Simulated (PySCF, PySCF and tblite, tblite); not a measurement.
# C₇H₁₂BN: conformers and averaged spectra

Aim: find the conformers of C₇H₁₂BN (`N#CCB1CCCCC1`), weigh them, and average their properties.

Computed with tblite 0.8.0 (tight binding) and PySCF 2.14.0 (DFT, with response routines of our own); each step states its level. Atoms count from 0 throughout.

## (1) The molecule as given

21 atoms, charge 0, multiplicity 1; geometry from: UFF geometry.

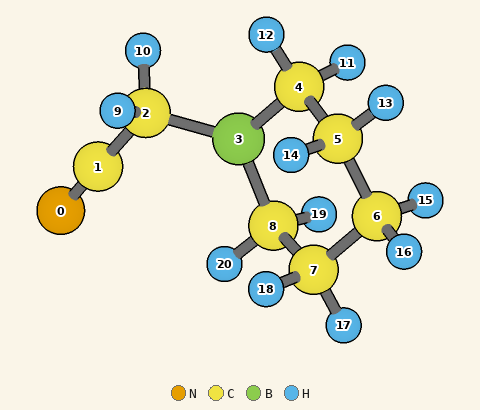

The starting geometry (nitrogen amber, carbon yellow, boron green, hydrogen blue), atoms numbered.

## (2) GFN2-xTB relaxation, conformer 1

Job settings and geometry (Å):

```
{"job": {"xc": "GFN2-xTB", "basis": "xTB", "kind": "relax"}, "charge": 0, "multiplicity": 1}
N     -3.500100    -1.862100     1.179300
C     -3.002300    -0.902700     0.756000
C     -2.343700     0.296800     0.244800
B     -0.877100     0.029600    -0.322600
C     -0.028100     1.218300    -0.932900
C      1.297700     1.373700    -0.191000
C      2.082100     0.050800    -0.117500
C      1.278900    -1.032800     0.625900
C     -0.056300    -1.342400    -0.076100
H     -2.302200     1.060200     1.051500
H     -2.977200     0.700400    -0.587000
H      0.171500     0.988000    -2.006700
H     -0.608300     2.169300    -0.875700
H      1.930200     2.130500    -0.714000
H      1.106300     1.759800     0.842600
H      2.328100    -0.299000    -1.127900
H      3.036500     0.221700     0.433200
H      1.874000    -1.975700     0.665100
H      1.080300    -0.709700     1.674400
H      0.143500    -1.802700    -1.059800
H     -0.642700    -2.055200     0.538100
```

The run is started by

```bash
$ OMP_NUM_THREADS=1 python ens_run.py task.json out
```

One launch serves the whole session.

What it wrote:

```text
step      E/eV     max force
  0    -686.15062    2.096
  1    -686.19261    5.257
  2    -686.27996    1.148
  3    -686.31593    0.491
  4    -686.32831    0.170
  5    -686.33270    0.132
  6    -686.33390    0.092
  7    -686.33564    0.107
  8    -686.33689    0.119
  9    -686.33765    0.067
 10    -686.33805    0.052
 11    -686.33842    0.052
 12    -686.33885    0.071
 13    -686.33928    0.059
 14    -686.33971    0.050
 15    -686.34017    0.051
 16    -686.34072    0.066
 17    -686.34128    0.072
 18    -686.34172    0.046
 19    -686.34203    0.038
 20    -686.34203    0.038
 21    -686.34216    0.040
 22    -686.34220    0.267
 23    -686.34257    0.056
 24    -686.34265    0.029
 25    -686.34283    0.034
 26    -686.34304    0.060
 27    -686.34320    0.047
 28    -686.34338    0.027
 29    -686.34359    0.048
 30    -686.34384    0.074
 31    -686.34412    0.074
 32    -686.34442    0.053
 33    -686.34477    0.046
 34    -686.34517    0.073
 35    -686.34567    0.093
 36    -686.34636    0.088
 37    -686.34737    0.107
 38    -686.34874    0.109
 39    -686.35038    0.102
 40    -686.35214    0.090
 41    -686.35395    0.087
 42    -686.35602    0.091
 43    -686.35843    0.145
 44    -686.36091    0.145
 45    -686.36322    0.109
 46    -686.36505    0.146
 47    -686.36450    0.217
 48    -686.36843    0.140
 49    -686.36955    0.094
 50    -686.37097    0.054
 51    -686.37140    0.058
 52    -686.37239    0.062
 53    -686.37307    0.058
 54    -686.37389    0.055
 55    -686.37442    0.065
 56    -686.37504    0.057
 57    -686.37555    0.053
 58    -686.37602    0.058
 59    -686.37644    0.044
 60    -686.37682    0.041
 61    -686.37713    0.040
 62    -686.37739    0.050
 63    -686.37765    0.046
 64    -686.37796    0.051
 65    -686.37830    0.050
 66    -686.37868    0.052
 67    -686.37906    0.058
 68    -686.37940    0.040
 69    -686.37969    0.037
 70    -686.37989    0.028
 71    -686.38002    0.028
 72    -686.38013    0.023
 73    -686.38024    0.025
 74    -686.38035    0.024
 75    -686.38045    0.027
 76    -686.38053    0.024
 77    -686.38062    0.026
 78    -686.38072    0.029
 79    -686.38084    0.024
 80    -686.38094    0.026
 81    -686.38102    0.027
 82    -686.38109    0.023
 83    -686.38119    0.022
 84    -686.38127    0.018
 85    -686.38133    0.023
 86    -686.38135    0.087
 87    -686.38141    0.021
 88    -686.38146    0.031
 89    -686.38156    0.056
 90    -686.38161    0.038
 91    -686.38166    0.017
 92    -686.38170    0.027
 93    -686.38175    0.044
 94    -686.38179    0.033
 95    -686.38181    0.011
 96    -686.38183    0.012
 97    -686.38184    0.025
 98    -686.38187    0.033
 99    -686.38189    0.028
100    -686.38193    0.020
101    -686.38197    0.028
102    -686.38202    0.043
103    -686.38209    0.048
104    -686.38216    0.034
105    -686.38223    0.018
106    -686.38231    0.030
107    -686.38239    0.049
108    -686.38248    0.049
109    -686.38259    0.032
110    -686.38269    0.022
111    -686.38279    0.030
112    -686.38287    0.042
113    -686.38297    0.025
114    -686.38310    0.028
115    -686.38329    0.066
116    -686.38354    0.084
117    -686.38382    0.111
118    -686.38412    0.046
119    -686.38435    0.096
120    -686.38473    0.045
121    -686.38507    0.080
122    -686.38533    0.073
123    -686.38559    0.032
124    -686.38583    0.034
125    -686.38598    0.134
126    -686.38611    0.070
127    -686.38624    0.023
128    -686.38639    0.029
129    -686.38649    0.030
130    -686.38661    0.039
131    -686.38674    0.032
132    -686.38687    0.022
133    -686.38697    0.020
134    -686.38699    0.113
135    -686.38713    0.032
136    -686.38723    0.023
137    -686.38743    0.019
138    -686.38752    0.019
139    -686.38762    0.041
140    -686.38771    0.021
141    -686.38785    0.022
142    -686.38794    0.025
143    -686.38802    0.042
144    -686.38805    0.060
145    -686.38813    0.026
146    -686.38818    0.013
147    -686.38827    0.019
148    -686.38831    0.019
149    -686.38834    0.010
150    -686.38836    0.011
151    -686.38840    0.013
152    -686.38843    0.013
153    -686.38846    0.011
154    -686.38848    0.010
155    -686.38850    0.008
156    -686.38852    0.017
157    -686.38853    0.016
158    -686.38854    0.018
159    -686.38855    0.011
160    -686.38856    0.008
161    -686.38857    0.006
162    -686.38858    0.009
163    -686.38859    0.007
164    -686.38859    0.006
165    -686.38860    0.005
166    -686.38861    0.005
167    -686.38861    0.005
168    -686.38862    0.006
169    -686.38862    0.004
170    -686.38863    0.004
```

It took 1.4 s on 1 thread of AMD EPYC 7B13, shared host.

Relaxing gained 0.238 eV and moved the atoms by 0.51 Å on average (rms).

GFN2-xTB relaxation, conformer 2:

Job settings and geometry (Å):

```
{"job": {"xc": "GFN2-xTB", "basis": "xTB", "kind": "relax"}, "charge": 0, "multiplicity": 1}
N      3.565900    -0.634300     1.565300
C      3.011300    -0.505300     0.540700
C      2.340400    -0.359400    -0.732500
B      0.772200    -0.102100    -0.514600
C      0.305000     1.315600     0.056100
C     -1.219600     1.484200    -0.076500
C     -1.976800     0.306800     0.544800
C     -1.615700    -1.011100    -0.152000
C     -0.122900    -1.350500    -0.038100
H      2.473000    -1.275500    -1.336600
H      2.764200     0.504100    -1.284000
H      0.602200     1.399000     1.116800
H      0.808400     2.122900    -0.515000
H     -1.511800     2.421900     0.437800
H     -1.497800     1.593800    -1.144000
H     -1.742700     0.230500     1.644800
H     -3.068300     0.488200     0.451900
H     -2.211800    -1.846200     0.300000
H     -1.908600    -0.950100    -1.223800
H      0.123500    -1.589400     1.022600
H      0.100900    -2.225900    -0.664300
```

What it wrote:

```text
step      E/eV     max force
  0    -685.95493    3.387
  1    -685.89263   10.505
  2    -686.24791    1.277
  3    -686.31326    0.827
  4    -686.35018    0.302
  5    -686.35258    0.131
  6    -686.35769    0.341
  7    -686.35996    0.300
  8    -686.36227    0.108
  9    -686.36385    0.149
 10    -686.36550    0.230
 11    -686.36656    0.154
 12    -686.36732    0.067
 13    -686.36804    0.112
 14    -686.36900    0.196
 15    -686.37007    0.181
 16    -686.37106    0.079
 17    -686.37193    0.073
 18    -686.37289    0.169
 19    -686.37401    0.204
 20    -686.37513    0.149
 21    -686.37599    0.060
 22    -686.37653    0.082
 23    -686.37695    0.102
 24    -686.37734    0.078
 25    -686.37764    0.036
 26    -686.37764    0.036
 27    -686.37775    0.045
 28    -686.37774    0.200
 29    -686.37794    0.043
 30    -686.37799    0.029
 31    -686.37813    0.021
 32    -686.37825    0.030
 33    -686.37835    0.026
 34    -686.37846    0.020
 35    -686.37858    0.018
 36    -686.37866    0.019
 37    -686.37872    0.016
 38    -686.37876    0.015
 39    -686.37880    0.015
 40    -686.37883    0.012
 41    -686.37886    0.009
 42    -686.37887    0.012
 43    -686.37889    0.013
 44    -686.37892    0.013
 45    -686.37895    0.012
 46    -686.37898    0.012
 47    -686.37901    0.012
 48    -686.37904    0.014
 49    -686.37909    0.016
 50    -686.37915    0.018
 51    -686.37920    0.014
 52    -686.37924    0.015
 53    -686.37927    0.014
 54    -686.37929    0.010
 55    -686.37931    0.010
 56    -686.37933    0.015
 57    -686.37935    0.017
 58    -686.37938    0.018
 59    -686.37941    0.013
 60    -686.37944    0.012
 61    -686.37946    0.012
 62    -686.37949    0.011
 63    -686.37952    0.014
 64    -686.37955    0.015
 65    -686.37959    0.012
 66    -686.37961    0.014
 67    -686.37964    0.014
 68    -686.37967    0.014
 69    -686.37971    0.016
 70    -686.37974    0.018
 71    -686.37978    0.017
 72    -686.37982    0.014
 73    -686.37986    0.015
 74    -686.37991    0.016
 75    -686.37999    0.027
 76    -686.38009    0.031
 77    -686.38018    0.021
 78    -686.38024    0.013
 79    -686.38026    0.011
 80    -686.38029    0.013
 81    -686.38031    0.012
 82    -686.38032    0.008
 83    -686.38034    0.009
 84    -686.38035    0.007
 85    -686.38035    0.007
 86    -686.38036    0.007
 87    -686.38037    0.007
 88    -686.38037    0.007
 89    -686.38038    0.007
 90    -686.38039    0.005
 91    -686.38039    0.006
 92    -686.38039    0.023
 93    -686.38040    0.007
 94    -686.38040    0.008
 95    -686.38041    0.006
 96    -686.38042    0.003
```

Wall time 0.75 s (1 thread of AMD EPYC 7B13, shared host).

Gain 0.425 eV; displacement 0.11 Å root mean square.

## (3) GFN2-xTB relaxation, conformer 3

Job settings and geometry (Å):

```
{"job": {"xc": "GFN2-xTB", "basis": "xTB", "kind": "relax"}, "charge": 0, "multiplicity": 1}
N      3.912500     1.172400    -1.040100
C      3.221000     0.553300    -0.351000
C      2.378500    -0.247500     0.545500
B      0.843600    -0.027700     0.120000
C     -0.083400     0.852700     1.089500
C     -1.416600     1.195500     0.392500
C     -2.116200    -0.052500    -0.156400
C     -1.240100    -0.759400    -1.199300
C      0.098800    -1.236300    -0.619400
H      2.524200     0.078600     1.596200
H      2.643100    -1.317000     0.452500
H     -0.283300     0.285700     2.019500
H      0.445400     1.794900     1.352700
H     -2.074500     1.695100     1.127400
H     -1.232800     1.922700    -0.433300
H     -2.350100    -0.753700     0.693200
H     -3.076700     0.249600    -0.619000
H     -1.798100    -1.651700    -1.595600
H     -1.062200    -0.073300    -2.052700
H     -0.076800    -2.053200     0.112500
H      0.734900    -1.611100    -1.435000
```

What it wrote:

```text
step      E/eV     max force
  0    -685.95598    2.251
  1    -686.11198    3.036
  2    -686.10273    4.967
  3    -686.28320    0.433
  4    -686.29693    0.272
  5    -686.30504    0.241
  6    -686.31155    0.210
  7    -686.32207    0.225
  8    -686.32881    0.185
  9    -686.33327    0.138
 10    -686.33613    0.120
 11    -686.33895    0.172
 12    -686.34174    0.179
 13    -686.34416    0.160
 14    -686.34627    0.103
 15    -686.34839    0.126
 16    -686.35047    0.163
 17    -686.35223    0.144
 18    -686.35389    0.121
 19    -686.35601    0.157
 20    -686.35907    0.203
 21    -686.36278    0.184
 22    -686.36607    0.159
 23    -686.36837    0.095
 24    -686.37009    0.080
 25    -686.37159    0.071
 26    -686.37255    0.075
 27    -686.37296    0.040
 28    -686.37296    0.040
 29    -686.37308    0.034
 30    -686.37350    0.038
 31    -686.37361    0.062
 32    -686.37385    0.082
 33    -686.37410    0.032
 34    -686.37432    0.058
 35    -686.37446    0.045
 36    -686.37460    0.025
 37    -686.37467    0.025
 38    -686.37472    0.018
 39    -686.37477    0.016
 40    -686.37481    0.012
 41    -686.37484    0.011
 42    -686.37485    0.012
 43    -686.37486    0.010
 44    -686.37487    0.008
 45    -686.37489    0.007
 46    -686.37490    0.007
 47    -686.37491    0.008
 48    -686.37492    0.009
 49    -686.37494    0.012
 50    -686.37496    0.012
 51    -686.37498    0.012
 52    -686.37500    0.010
 53    -686.37502    0.009
 54    -686.37504    0.009
 55    -686.37505    0.007
 56    -686.37506    0.006
 57    -686.37507    0.005
 58    -686.37507    0.005
 59    -686.37508    0.004
```

Wall time 0.49 s (1 thread of AMD EPYC 7B13, shared host).

Gain 0.419 eV; displacement 0.14 Å root mean square.

## (4) Shieldings, conformer 1: PBE0/pcSseg-1

Job settings and geometry (Å):

```
{"job": {"xc": "PBE0", "basis": "pcSseg-1", "kind": "nmr", "pop": true}, "charge": 0, "multiplicity": 1}
N     -3.608469    -2.072807     0.056219
C     -3.094529    -1.051526     0.106406
C     -2.431578     0.220609     0.149081
B     -0.846429     0.121092    -0.002641
C     -0.052912     1.307181    -0.667189
C      1.434481     1.349513    -0.293540
C      2.057534    -0.043221    -0.331389
C      1.419845    -0.957107     0.711520
C     -0.072057    -1.175775     0.428269
H     -2.645628     0.669121     1.125677
H     -2.886109     0.870247    -0.604028
H     -0.127077     1.150554    -1.750693
H     -0.500977     2.287908    -0.487523
H      1.973405     2.014109    -0.973119
H      1.539211     1.755743     0.715317
H      1.924445    -0.475867    -1.325570
H      3.130158     0.033359    -0.140452
H      1.942511    -1.915999     0.731588
H      1.533511    -0.500773     1.697811
H     -0.164707    -1.871043    -0.415918
H     -0.533550    -1.698373     1.269704
```

What it wrote:

```text
coarse grid: 17192 points
cycle   1  E = -352.9577647844  dE =  1.071e+00  |g| = 5.867e-01  |ddm| = 4.066e+00
cycle   2  E = -352.8275522466  dE =  1.302e-01  |g| = 9.792e-01  |ddm| = 1.384e+00
cycle   3  E = -353.0385177918  dE = -2.110e-01  |g| = 2.163e-01  |ddm| = 8.903e-01
cycle   4  E = -353.0486122480  dE = -1.009e-02  |g| = 5.207e-02  |ddm| = 1.790e-01
cycle   5  E = -353.0491937831  dE = -5.815e-04  |g| = 1.289e-02  |ddm| = 5.691e-02
cycle   6  E = -353.0492330230  dE = -3.924e-05  |g| = 2.517e-03  |ddm| = 1.401e-02
cycle   7  E = -353.0492345044  dE = -1.481e-06  |g| = 5.158e-04  |ddm| = 2.446e-03
final grid: 165120 points
cycle   8  E = -353.0998062668  dE = -5.305e-05  |g| = 8.967e-03  |ddm| = 3.365e-02
cycle   9  E = -353.0997992719  dE =  6.995e-06  |g| = 1.047e-02  |ddm| = 1.690e-02
cycle  10  E = -353.0998270417  dE = -2.777e-05  |g| = 7.862e-04  |ddm| = 9.456e-03
cycle  11  E = -353.0998271740  dE = -1.323e-07  |g| = 2.565e-04  |ddm| = 9.389e-04
cycle  12  E = -353.0998271816  dE = -7.631e-09  |g| = 1.769e-04  |ddm| = 2.693e-04
cycle  13  E = -353.0998271882  dE = -6.540e-09  |g| = 3.322e-05  |ddm| = 1.318e-04
cycle  14  E = -353.0998271884  dE = -2.552e-10  |g| = 5.072e-06  |ddm| = 2.866e-05
converged SCF energy = -353.0998271884

GIAO shielding tensors (ppm)
atom      isotropic    diamagn.    paramagn.     s11        s22        s33       span
  0 N      -27.417     339.758    -367.174   -201.019   -185.471    304.240    505.259
  1 C       63.761     258.434    -194.673    -53.815    -45.319    290.417    344.231
  2 C      170.815     254.524     -83.708    159.524    167.453    185.469     25.944
  3 B       12.635     186.752    -174.117    -61.826    -19.983    119.715    181.540
  4 C      156.688     252.814     -96.126    138.140    155.399    176.525     38.385
  5 C      158.313     246.787     -88.474    148.521    155.349    171.069     22.547
  6 C      155.865     248.219     -92.354    151.834    156.275    159.486      7.652
  7 C      158.642     246.840     -88.198    148.466    156.064    171.395     22.929
  8 C      157.483     253.897     -96.415    137.663    153.778    181.006     43.343
  9 H       29.831      28.250       1.581     25.340     28.952     35.202      9.862
 10 H       29.393      28.439       0.955     24.371     29.754     34.055      9.684
 11 H       30.726      31.393      -0.667     26.334     29.770     36.074      9.740
 12 H       30.046      31.408      -1.361     25.147     29.874     35.117      9.970
 13 H       29.663      29.755      -0.092     24.303     28.229     36.458     12.155
 14 H       30.393      31.081      -0.689     26.488     28.888     35.802      9.314
 15 H       30.399      31.612      -1.213     26.862     28.907     35.427      8.565
 16 H       29.784      29.586       0.198     24.780     27.984     36.588     11.808
 17 H       29.568      30.350      -0.782     24.184     28.278     36.242     12.058
 18 H       30.367      31.380      -1.013     26.260     28.993     35.849      9.589
 19 H       30.484      32.791      -2.307     25.368     30.260     35.823     10.455
 20 H       29.506      32.937      -3.432     24.040     29.576     34.901     10.860
```

Run time: 34 s. Hardware: 1 thread of AMD EPYC 7B13, shared host; peak memory 0.97 GiB.

This run: HOMO -8.29 eV, LUMO -1.09 eV; dipole 4.30 D.

## (5) Shieldings, conformer 2: PBE0/pcSseg-1

Job settings and geometry (Å):

```
{"job": {"xc": "PBE0", "basis": "pcSseg-1", "kind": "nmr", "pop": false}, "charge": 0, "multiplicity": 1}
N      3.573266    -0.633219     1.589159
C      3.041738    -0.513413     0.582879
C      2.350423    -0.360299    -0.667469
B      0.805575    -0.119941    -0.328636
C      0.284176     1.331484    -0.024088
C     -1.241610     1.480229    -0.076797
C     -1.938767     0.297236     0.589191
C     -1.645955    -1.000225    -0.159101
C     -0.152555    -1.347317    -0.112471
H      2.524293    -1.268234    -1.249554
H      2.808476     0.480627    -1.193250
H      0.616201     1.550255     0.999319
H      0.745571     2.105122    -0.643258
H     -1.544895     2.410145     0.409700
H     -1.560760     1.536038    -1.120347
H     -1.596833     0.207205     1.622600
H     -3.016658     0.472212     0.606591
H     -2.234021    -1.815186     0.269169
H     -1.954690    -0.884340    -1.200842
H      0.081932    -1.725323     0.891297
H      0.046174    -2.186112    -0.784565
```

What it wrote:

```text
coarse grid: 17192 points
cycle   1  E = -352.9536727092  dE =  1.075e+00  |g| = 5.900e-01  |ddm| = 4.068e+00
cycle   2  E = -352.8179442431  dE =  1.357e-01  |g| = 9.921e-01  |ddm| = 1.361e+00
cycle   3  E = -353.0348462677  dE = -2.169e-01  |g| = 2.169e-01  |ddm| = 8.775e-01
cycle   4  E = -353.0450266150  dE = -1.018e-02  |g| = 5.165e-02  |ddm| = 1.756e-01
cycle   5  E = -353.0455977193  dE = -5.711e-04  |g| = 1.275e-02  |ddm| = 5.451e-02
cycle   6  E = -353.0456358032  dE = -3.808e-05  |g| = 2.543e-03  |ddm| = 1.359e-02
cycle   7  E = -353.0456373186  dE = -1.515e-06  |g| = 4.904e-04  |ddm| = 2.486e-03
final grid: 165120 points
cycle   8  E = -353.0971077353  dE = -5.480e-05  |g| = 9.028e-03  |ddm| = 3.801e-02
cycle   9  E = -353.0971010640  dE =  6.671e-06  |g| = 1.047e-02  |ddm| = 1.721e-02
cycle  10  E = -353.0971287993  dE = -2.774e-05  |g| = 7.754e-04  |ddm| = 9.502e-03
cycle  11  E = -353.0971289386  dE = -1.393e-07  |g| = 1.620e-04  |ddm| = 9.048e-04
cycle  12  E = -353.0971289445  dE = -5.962e-09  |g| = 5.364e-05  |ddm| = 1.580e-04
cycle  13  E = -353.0971289449  dE = -3.753e-10  |g| = 3.744e-05  |ddm| = 6.533e-05
cycle  14  E = -353.0971289452  dE = -2.957e-10  |g| = 7.036e-06  |ddm| = 2.825e-05
converged SCF energy = -353.0971289452

GIAO shielding tensors (ppm)
atom      isotropic    diamagn.    paramagn.     s11        s22        s33       span
  0 N      -30.849     340.028    -370.877   -200.488   -194.574    302.516    503.004
  1 C       66.691     260.213    -193.522    -47.344    -44.349    291.767    339.111
  2 C      172.545     253.338     -80.793    156.961    179.500    181.173     24.212
  3 B       14.330     186.952    -172.622    -64.083    -11.949    119.022    183.105
  4 C      157.413     253.051     -95.638    140.961    157.132    174.148     33.187
  5 C      158.865     246.796     -87.931    148.463    156.605    171.528     23.065
  6 C      156.146     248.273     -92.128    152.271    156.374    159.791      7.520
  7 C      158.867     246.804     -87.936    148.448    156.608    171.545     23.097
  8 C      157.413     253.048     -95.635    140.962    157.121    174.155     33.193
  9 H       29.450      28.372       1.078     26.498     27.365     34.489      7.991
 10 H       29.452      28.368       1.084     26.499     27.364     34.492      7.993
 11 H       30.293      32.348      -2.055     25.964     29.507     35.408      9.444
 12 H       29.967      31.649      -1.682     24.526     29.974     35.403     10.877
 13 H       29.643      30.051      -0.408     24.294     28.237     36.399     12.105
 14 H       30.354      31.072      -0.718     26.328     28.863     35.872      9.544
 15 H       30.419      31.945      -1.527     27.025     28.820     35.412      8.387
 16 H       29.791      29.633       0.158     24.761     28.002     36.610     11.849
 17 H       29.643      30.055      -0.412     24.293     28.237     36.399     12.106
 18 H       30.355      31.076      -0.721     26.330     28.863     35.871      9.540
 19 H       30.293      32.349      -2.056     25.967     29.504     35.408      9.441
 20 H       29.967      31.651      -1.684     24.527     29.970     35.404     10.876
```

It took 32 s on 1 thread of AMD EPYC 7B13, shared host; peak memory 0.98 GiB.

In short: HOMO -8.26 eV, LUMO -1.25 eV; dipole 4.08 D.

[end of part 1 of 2]
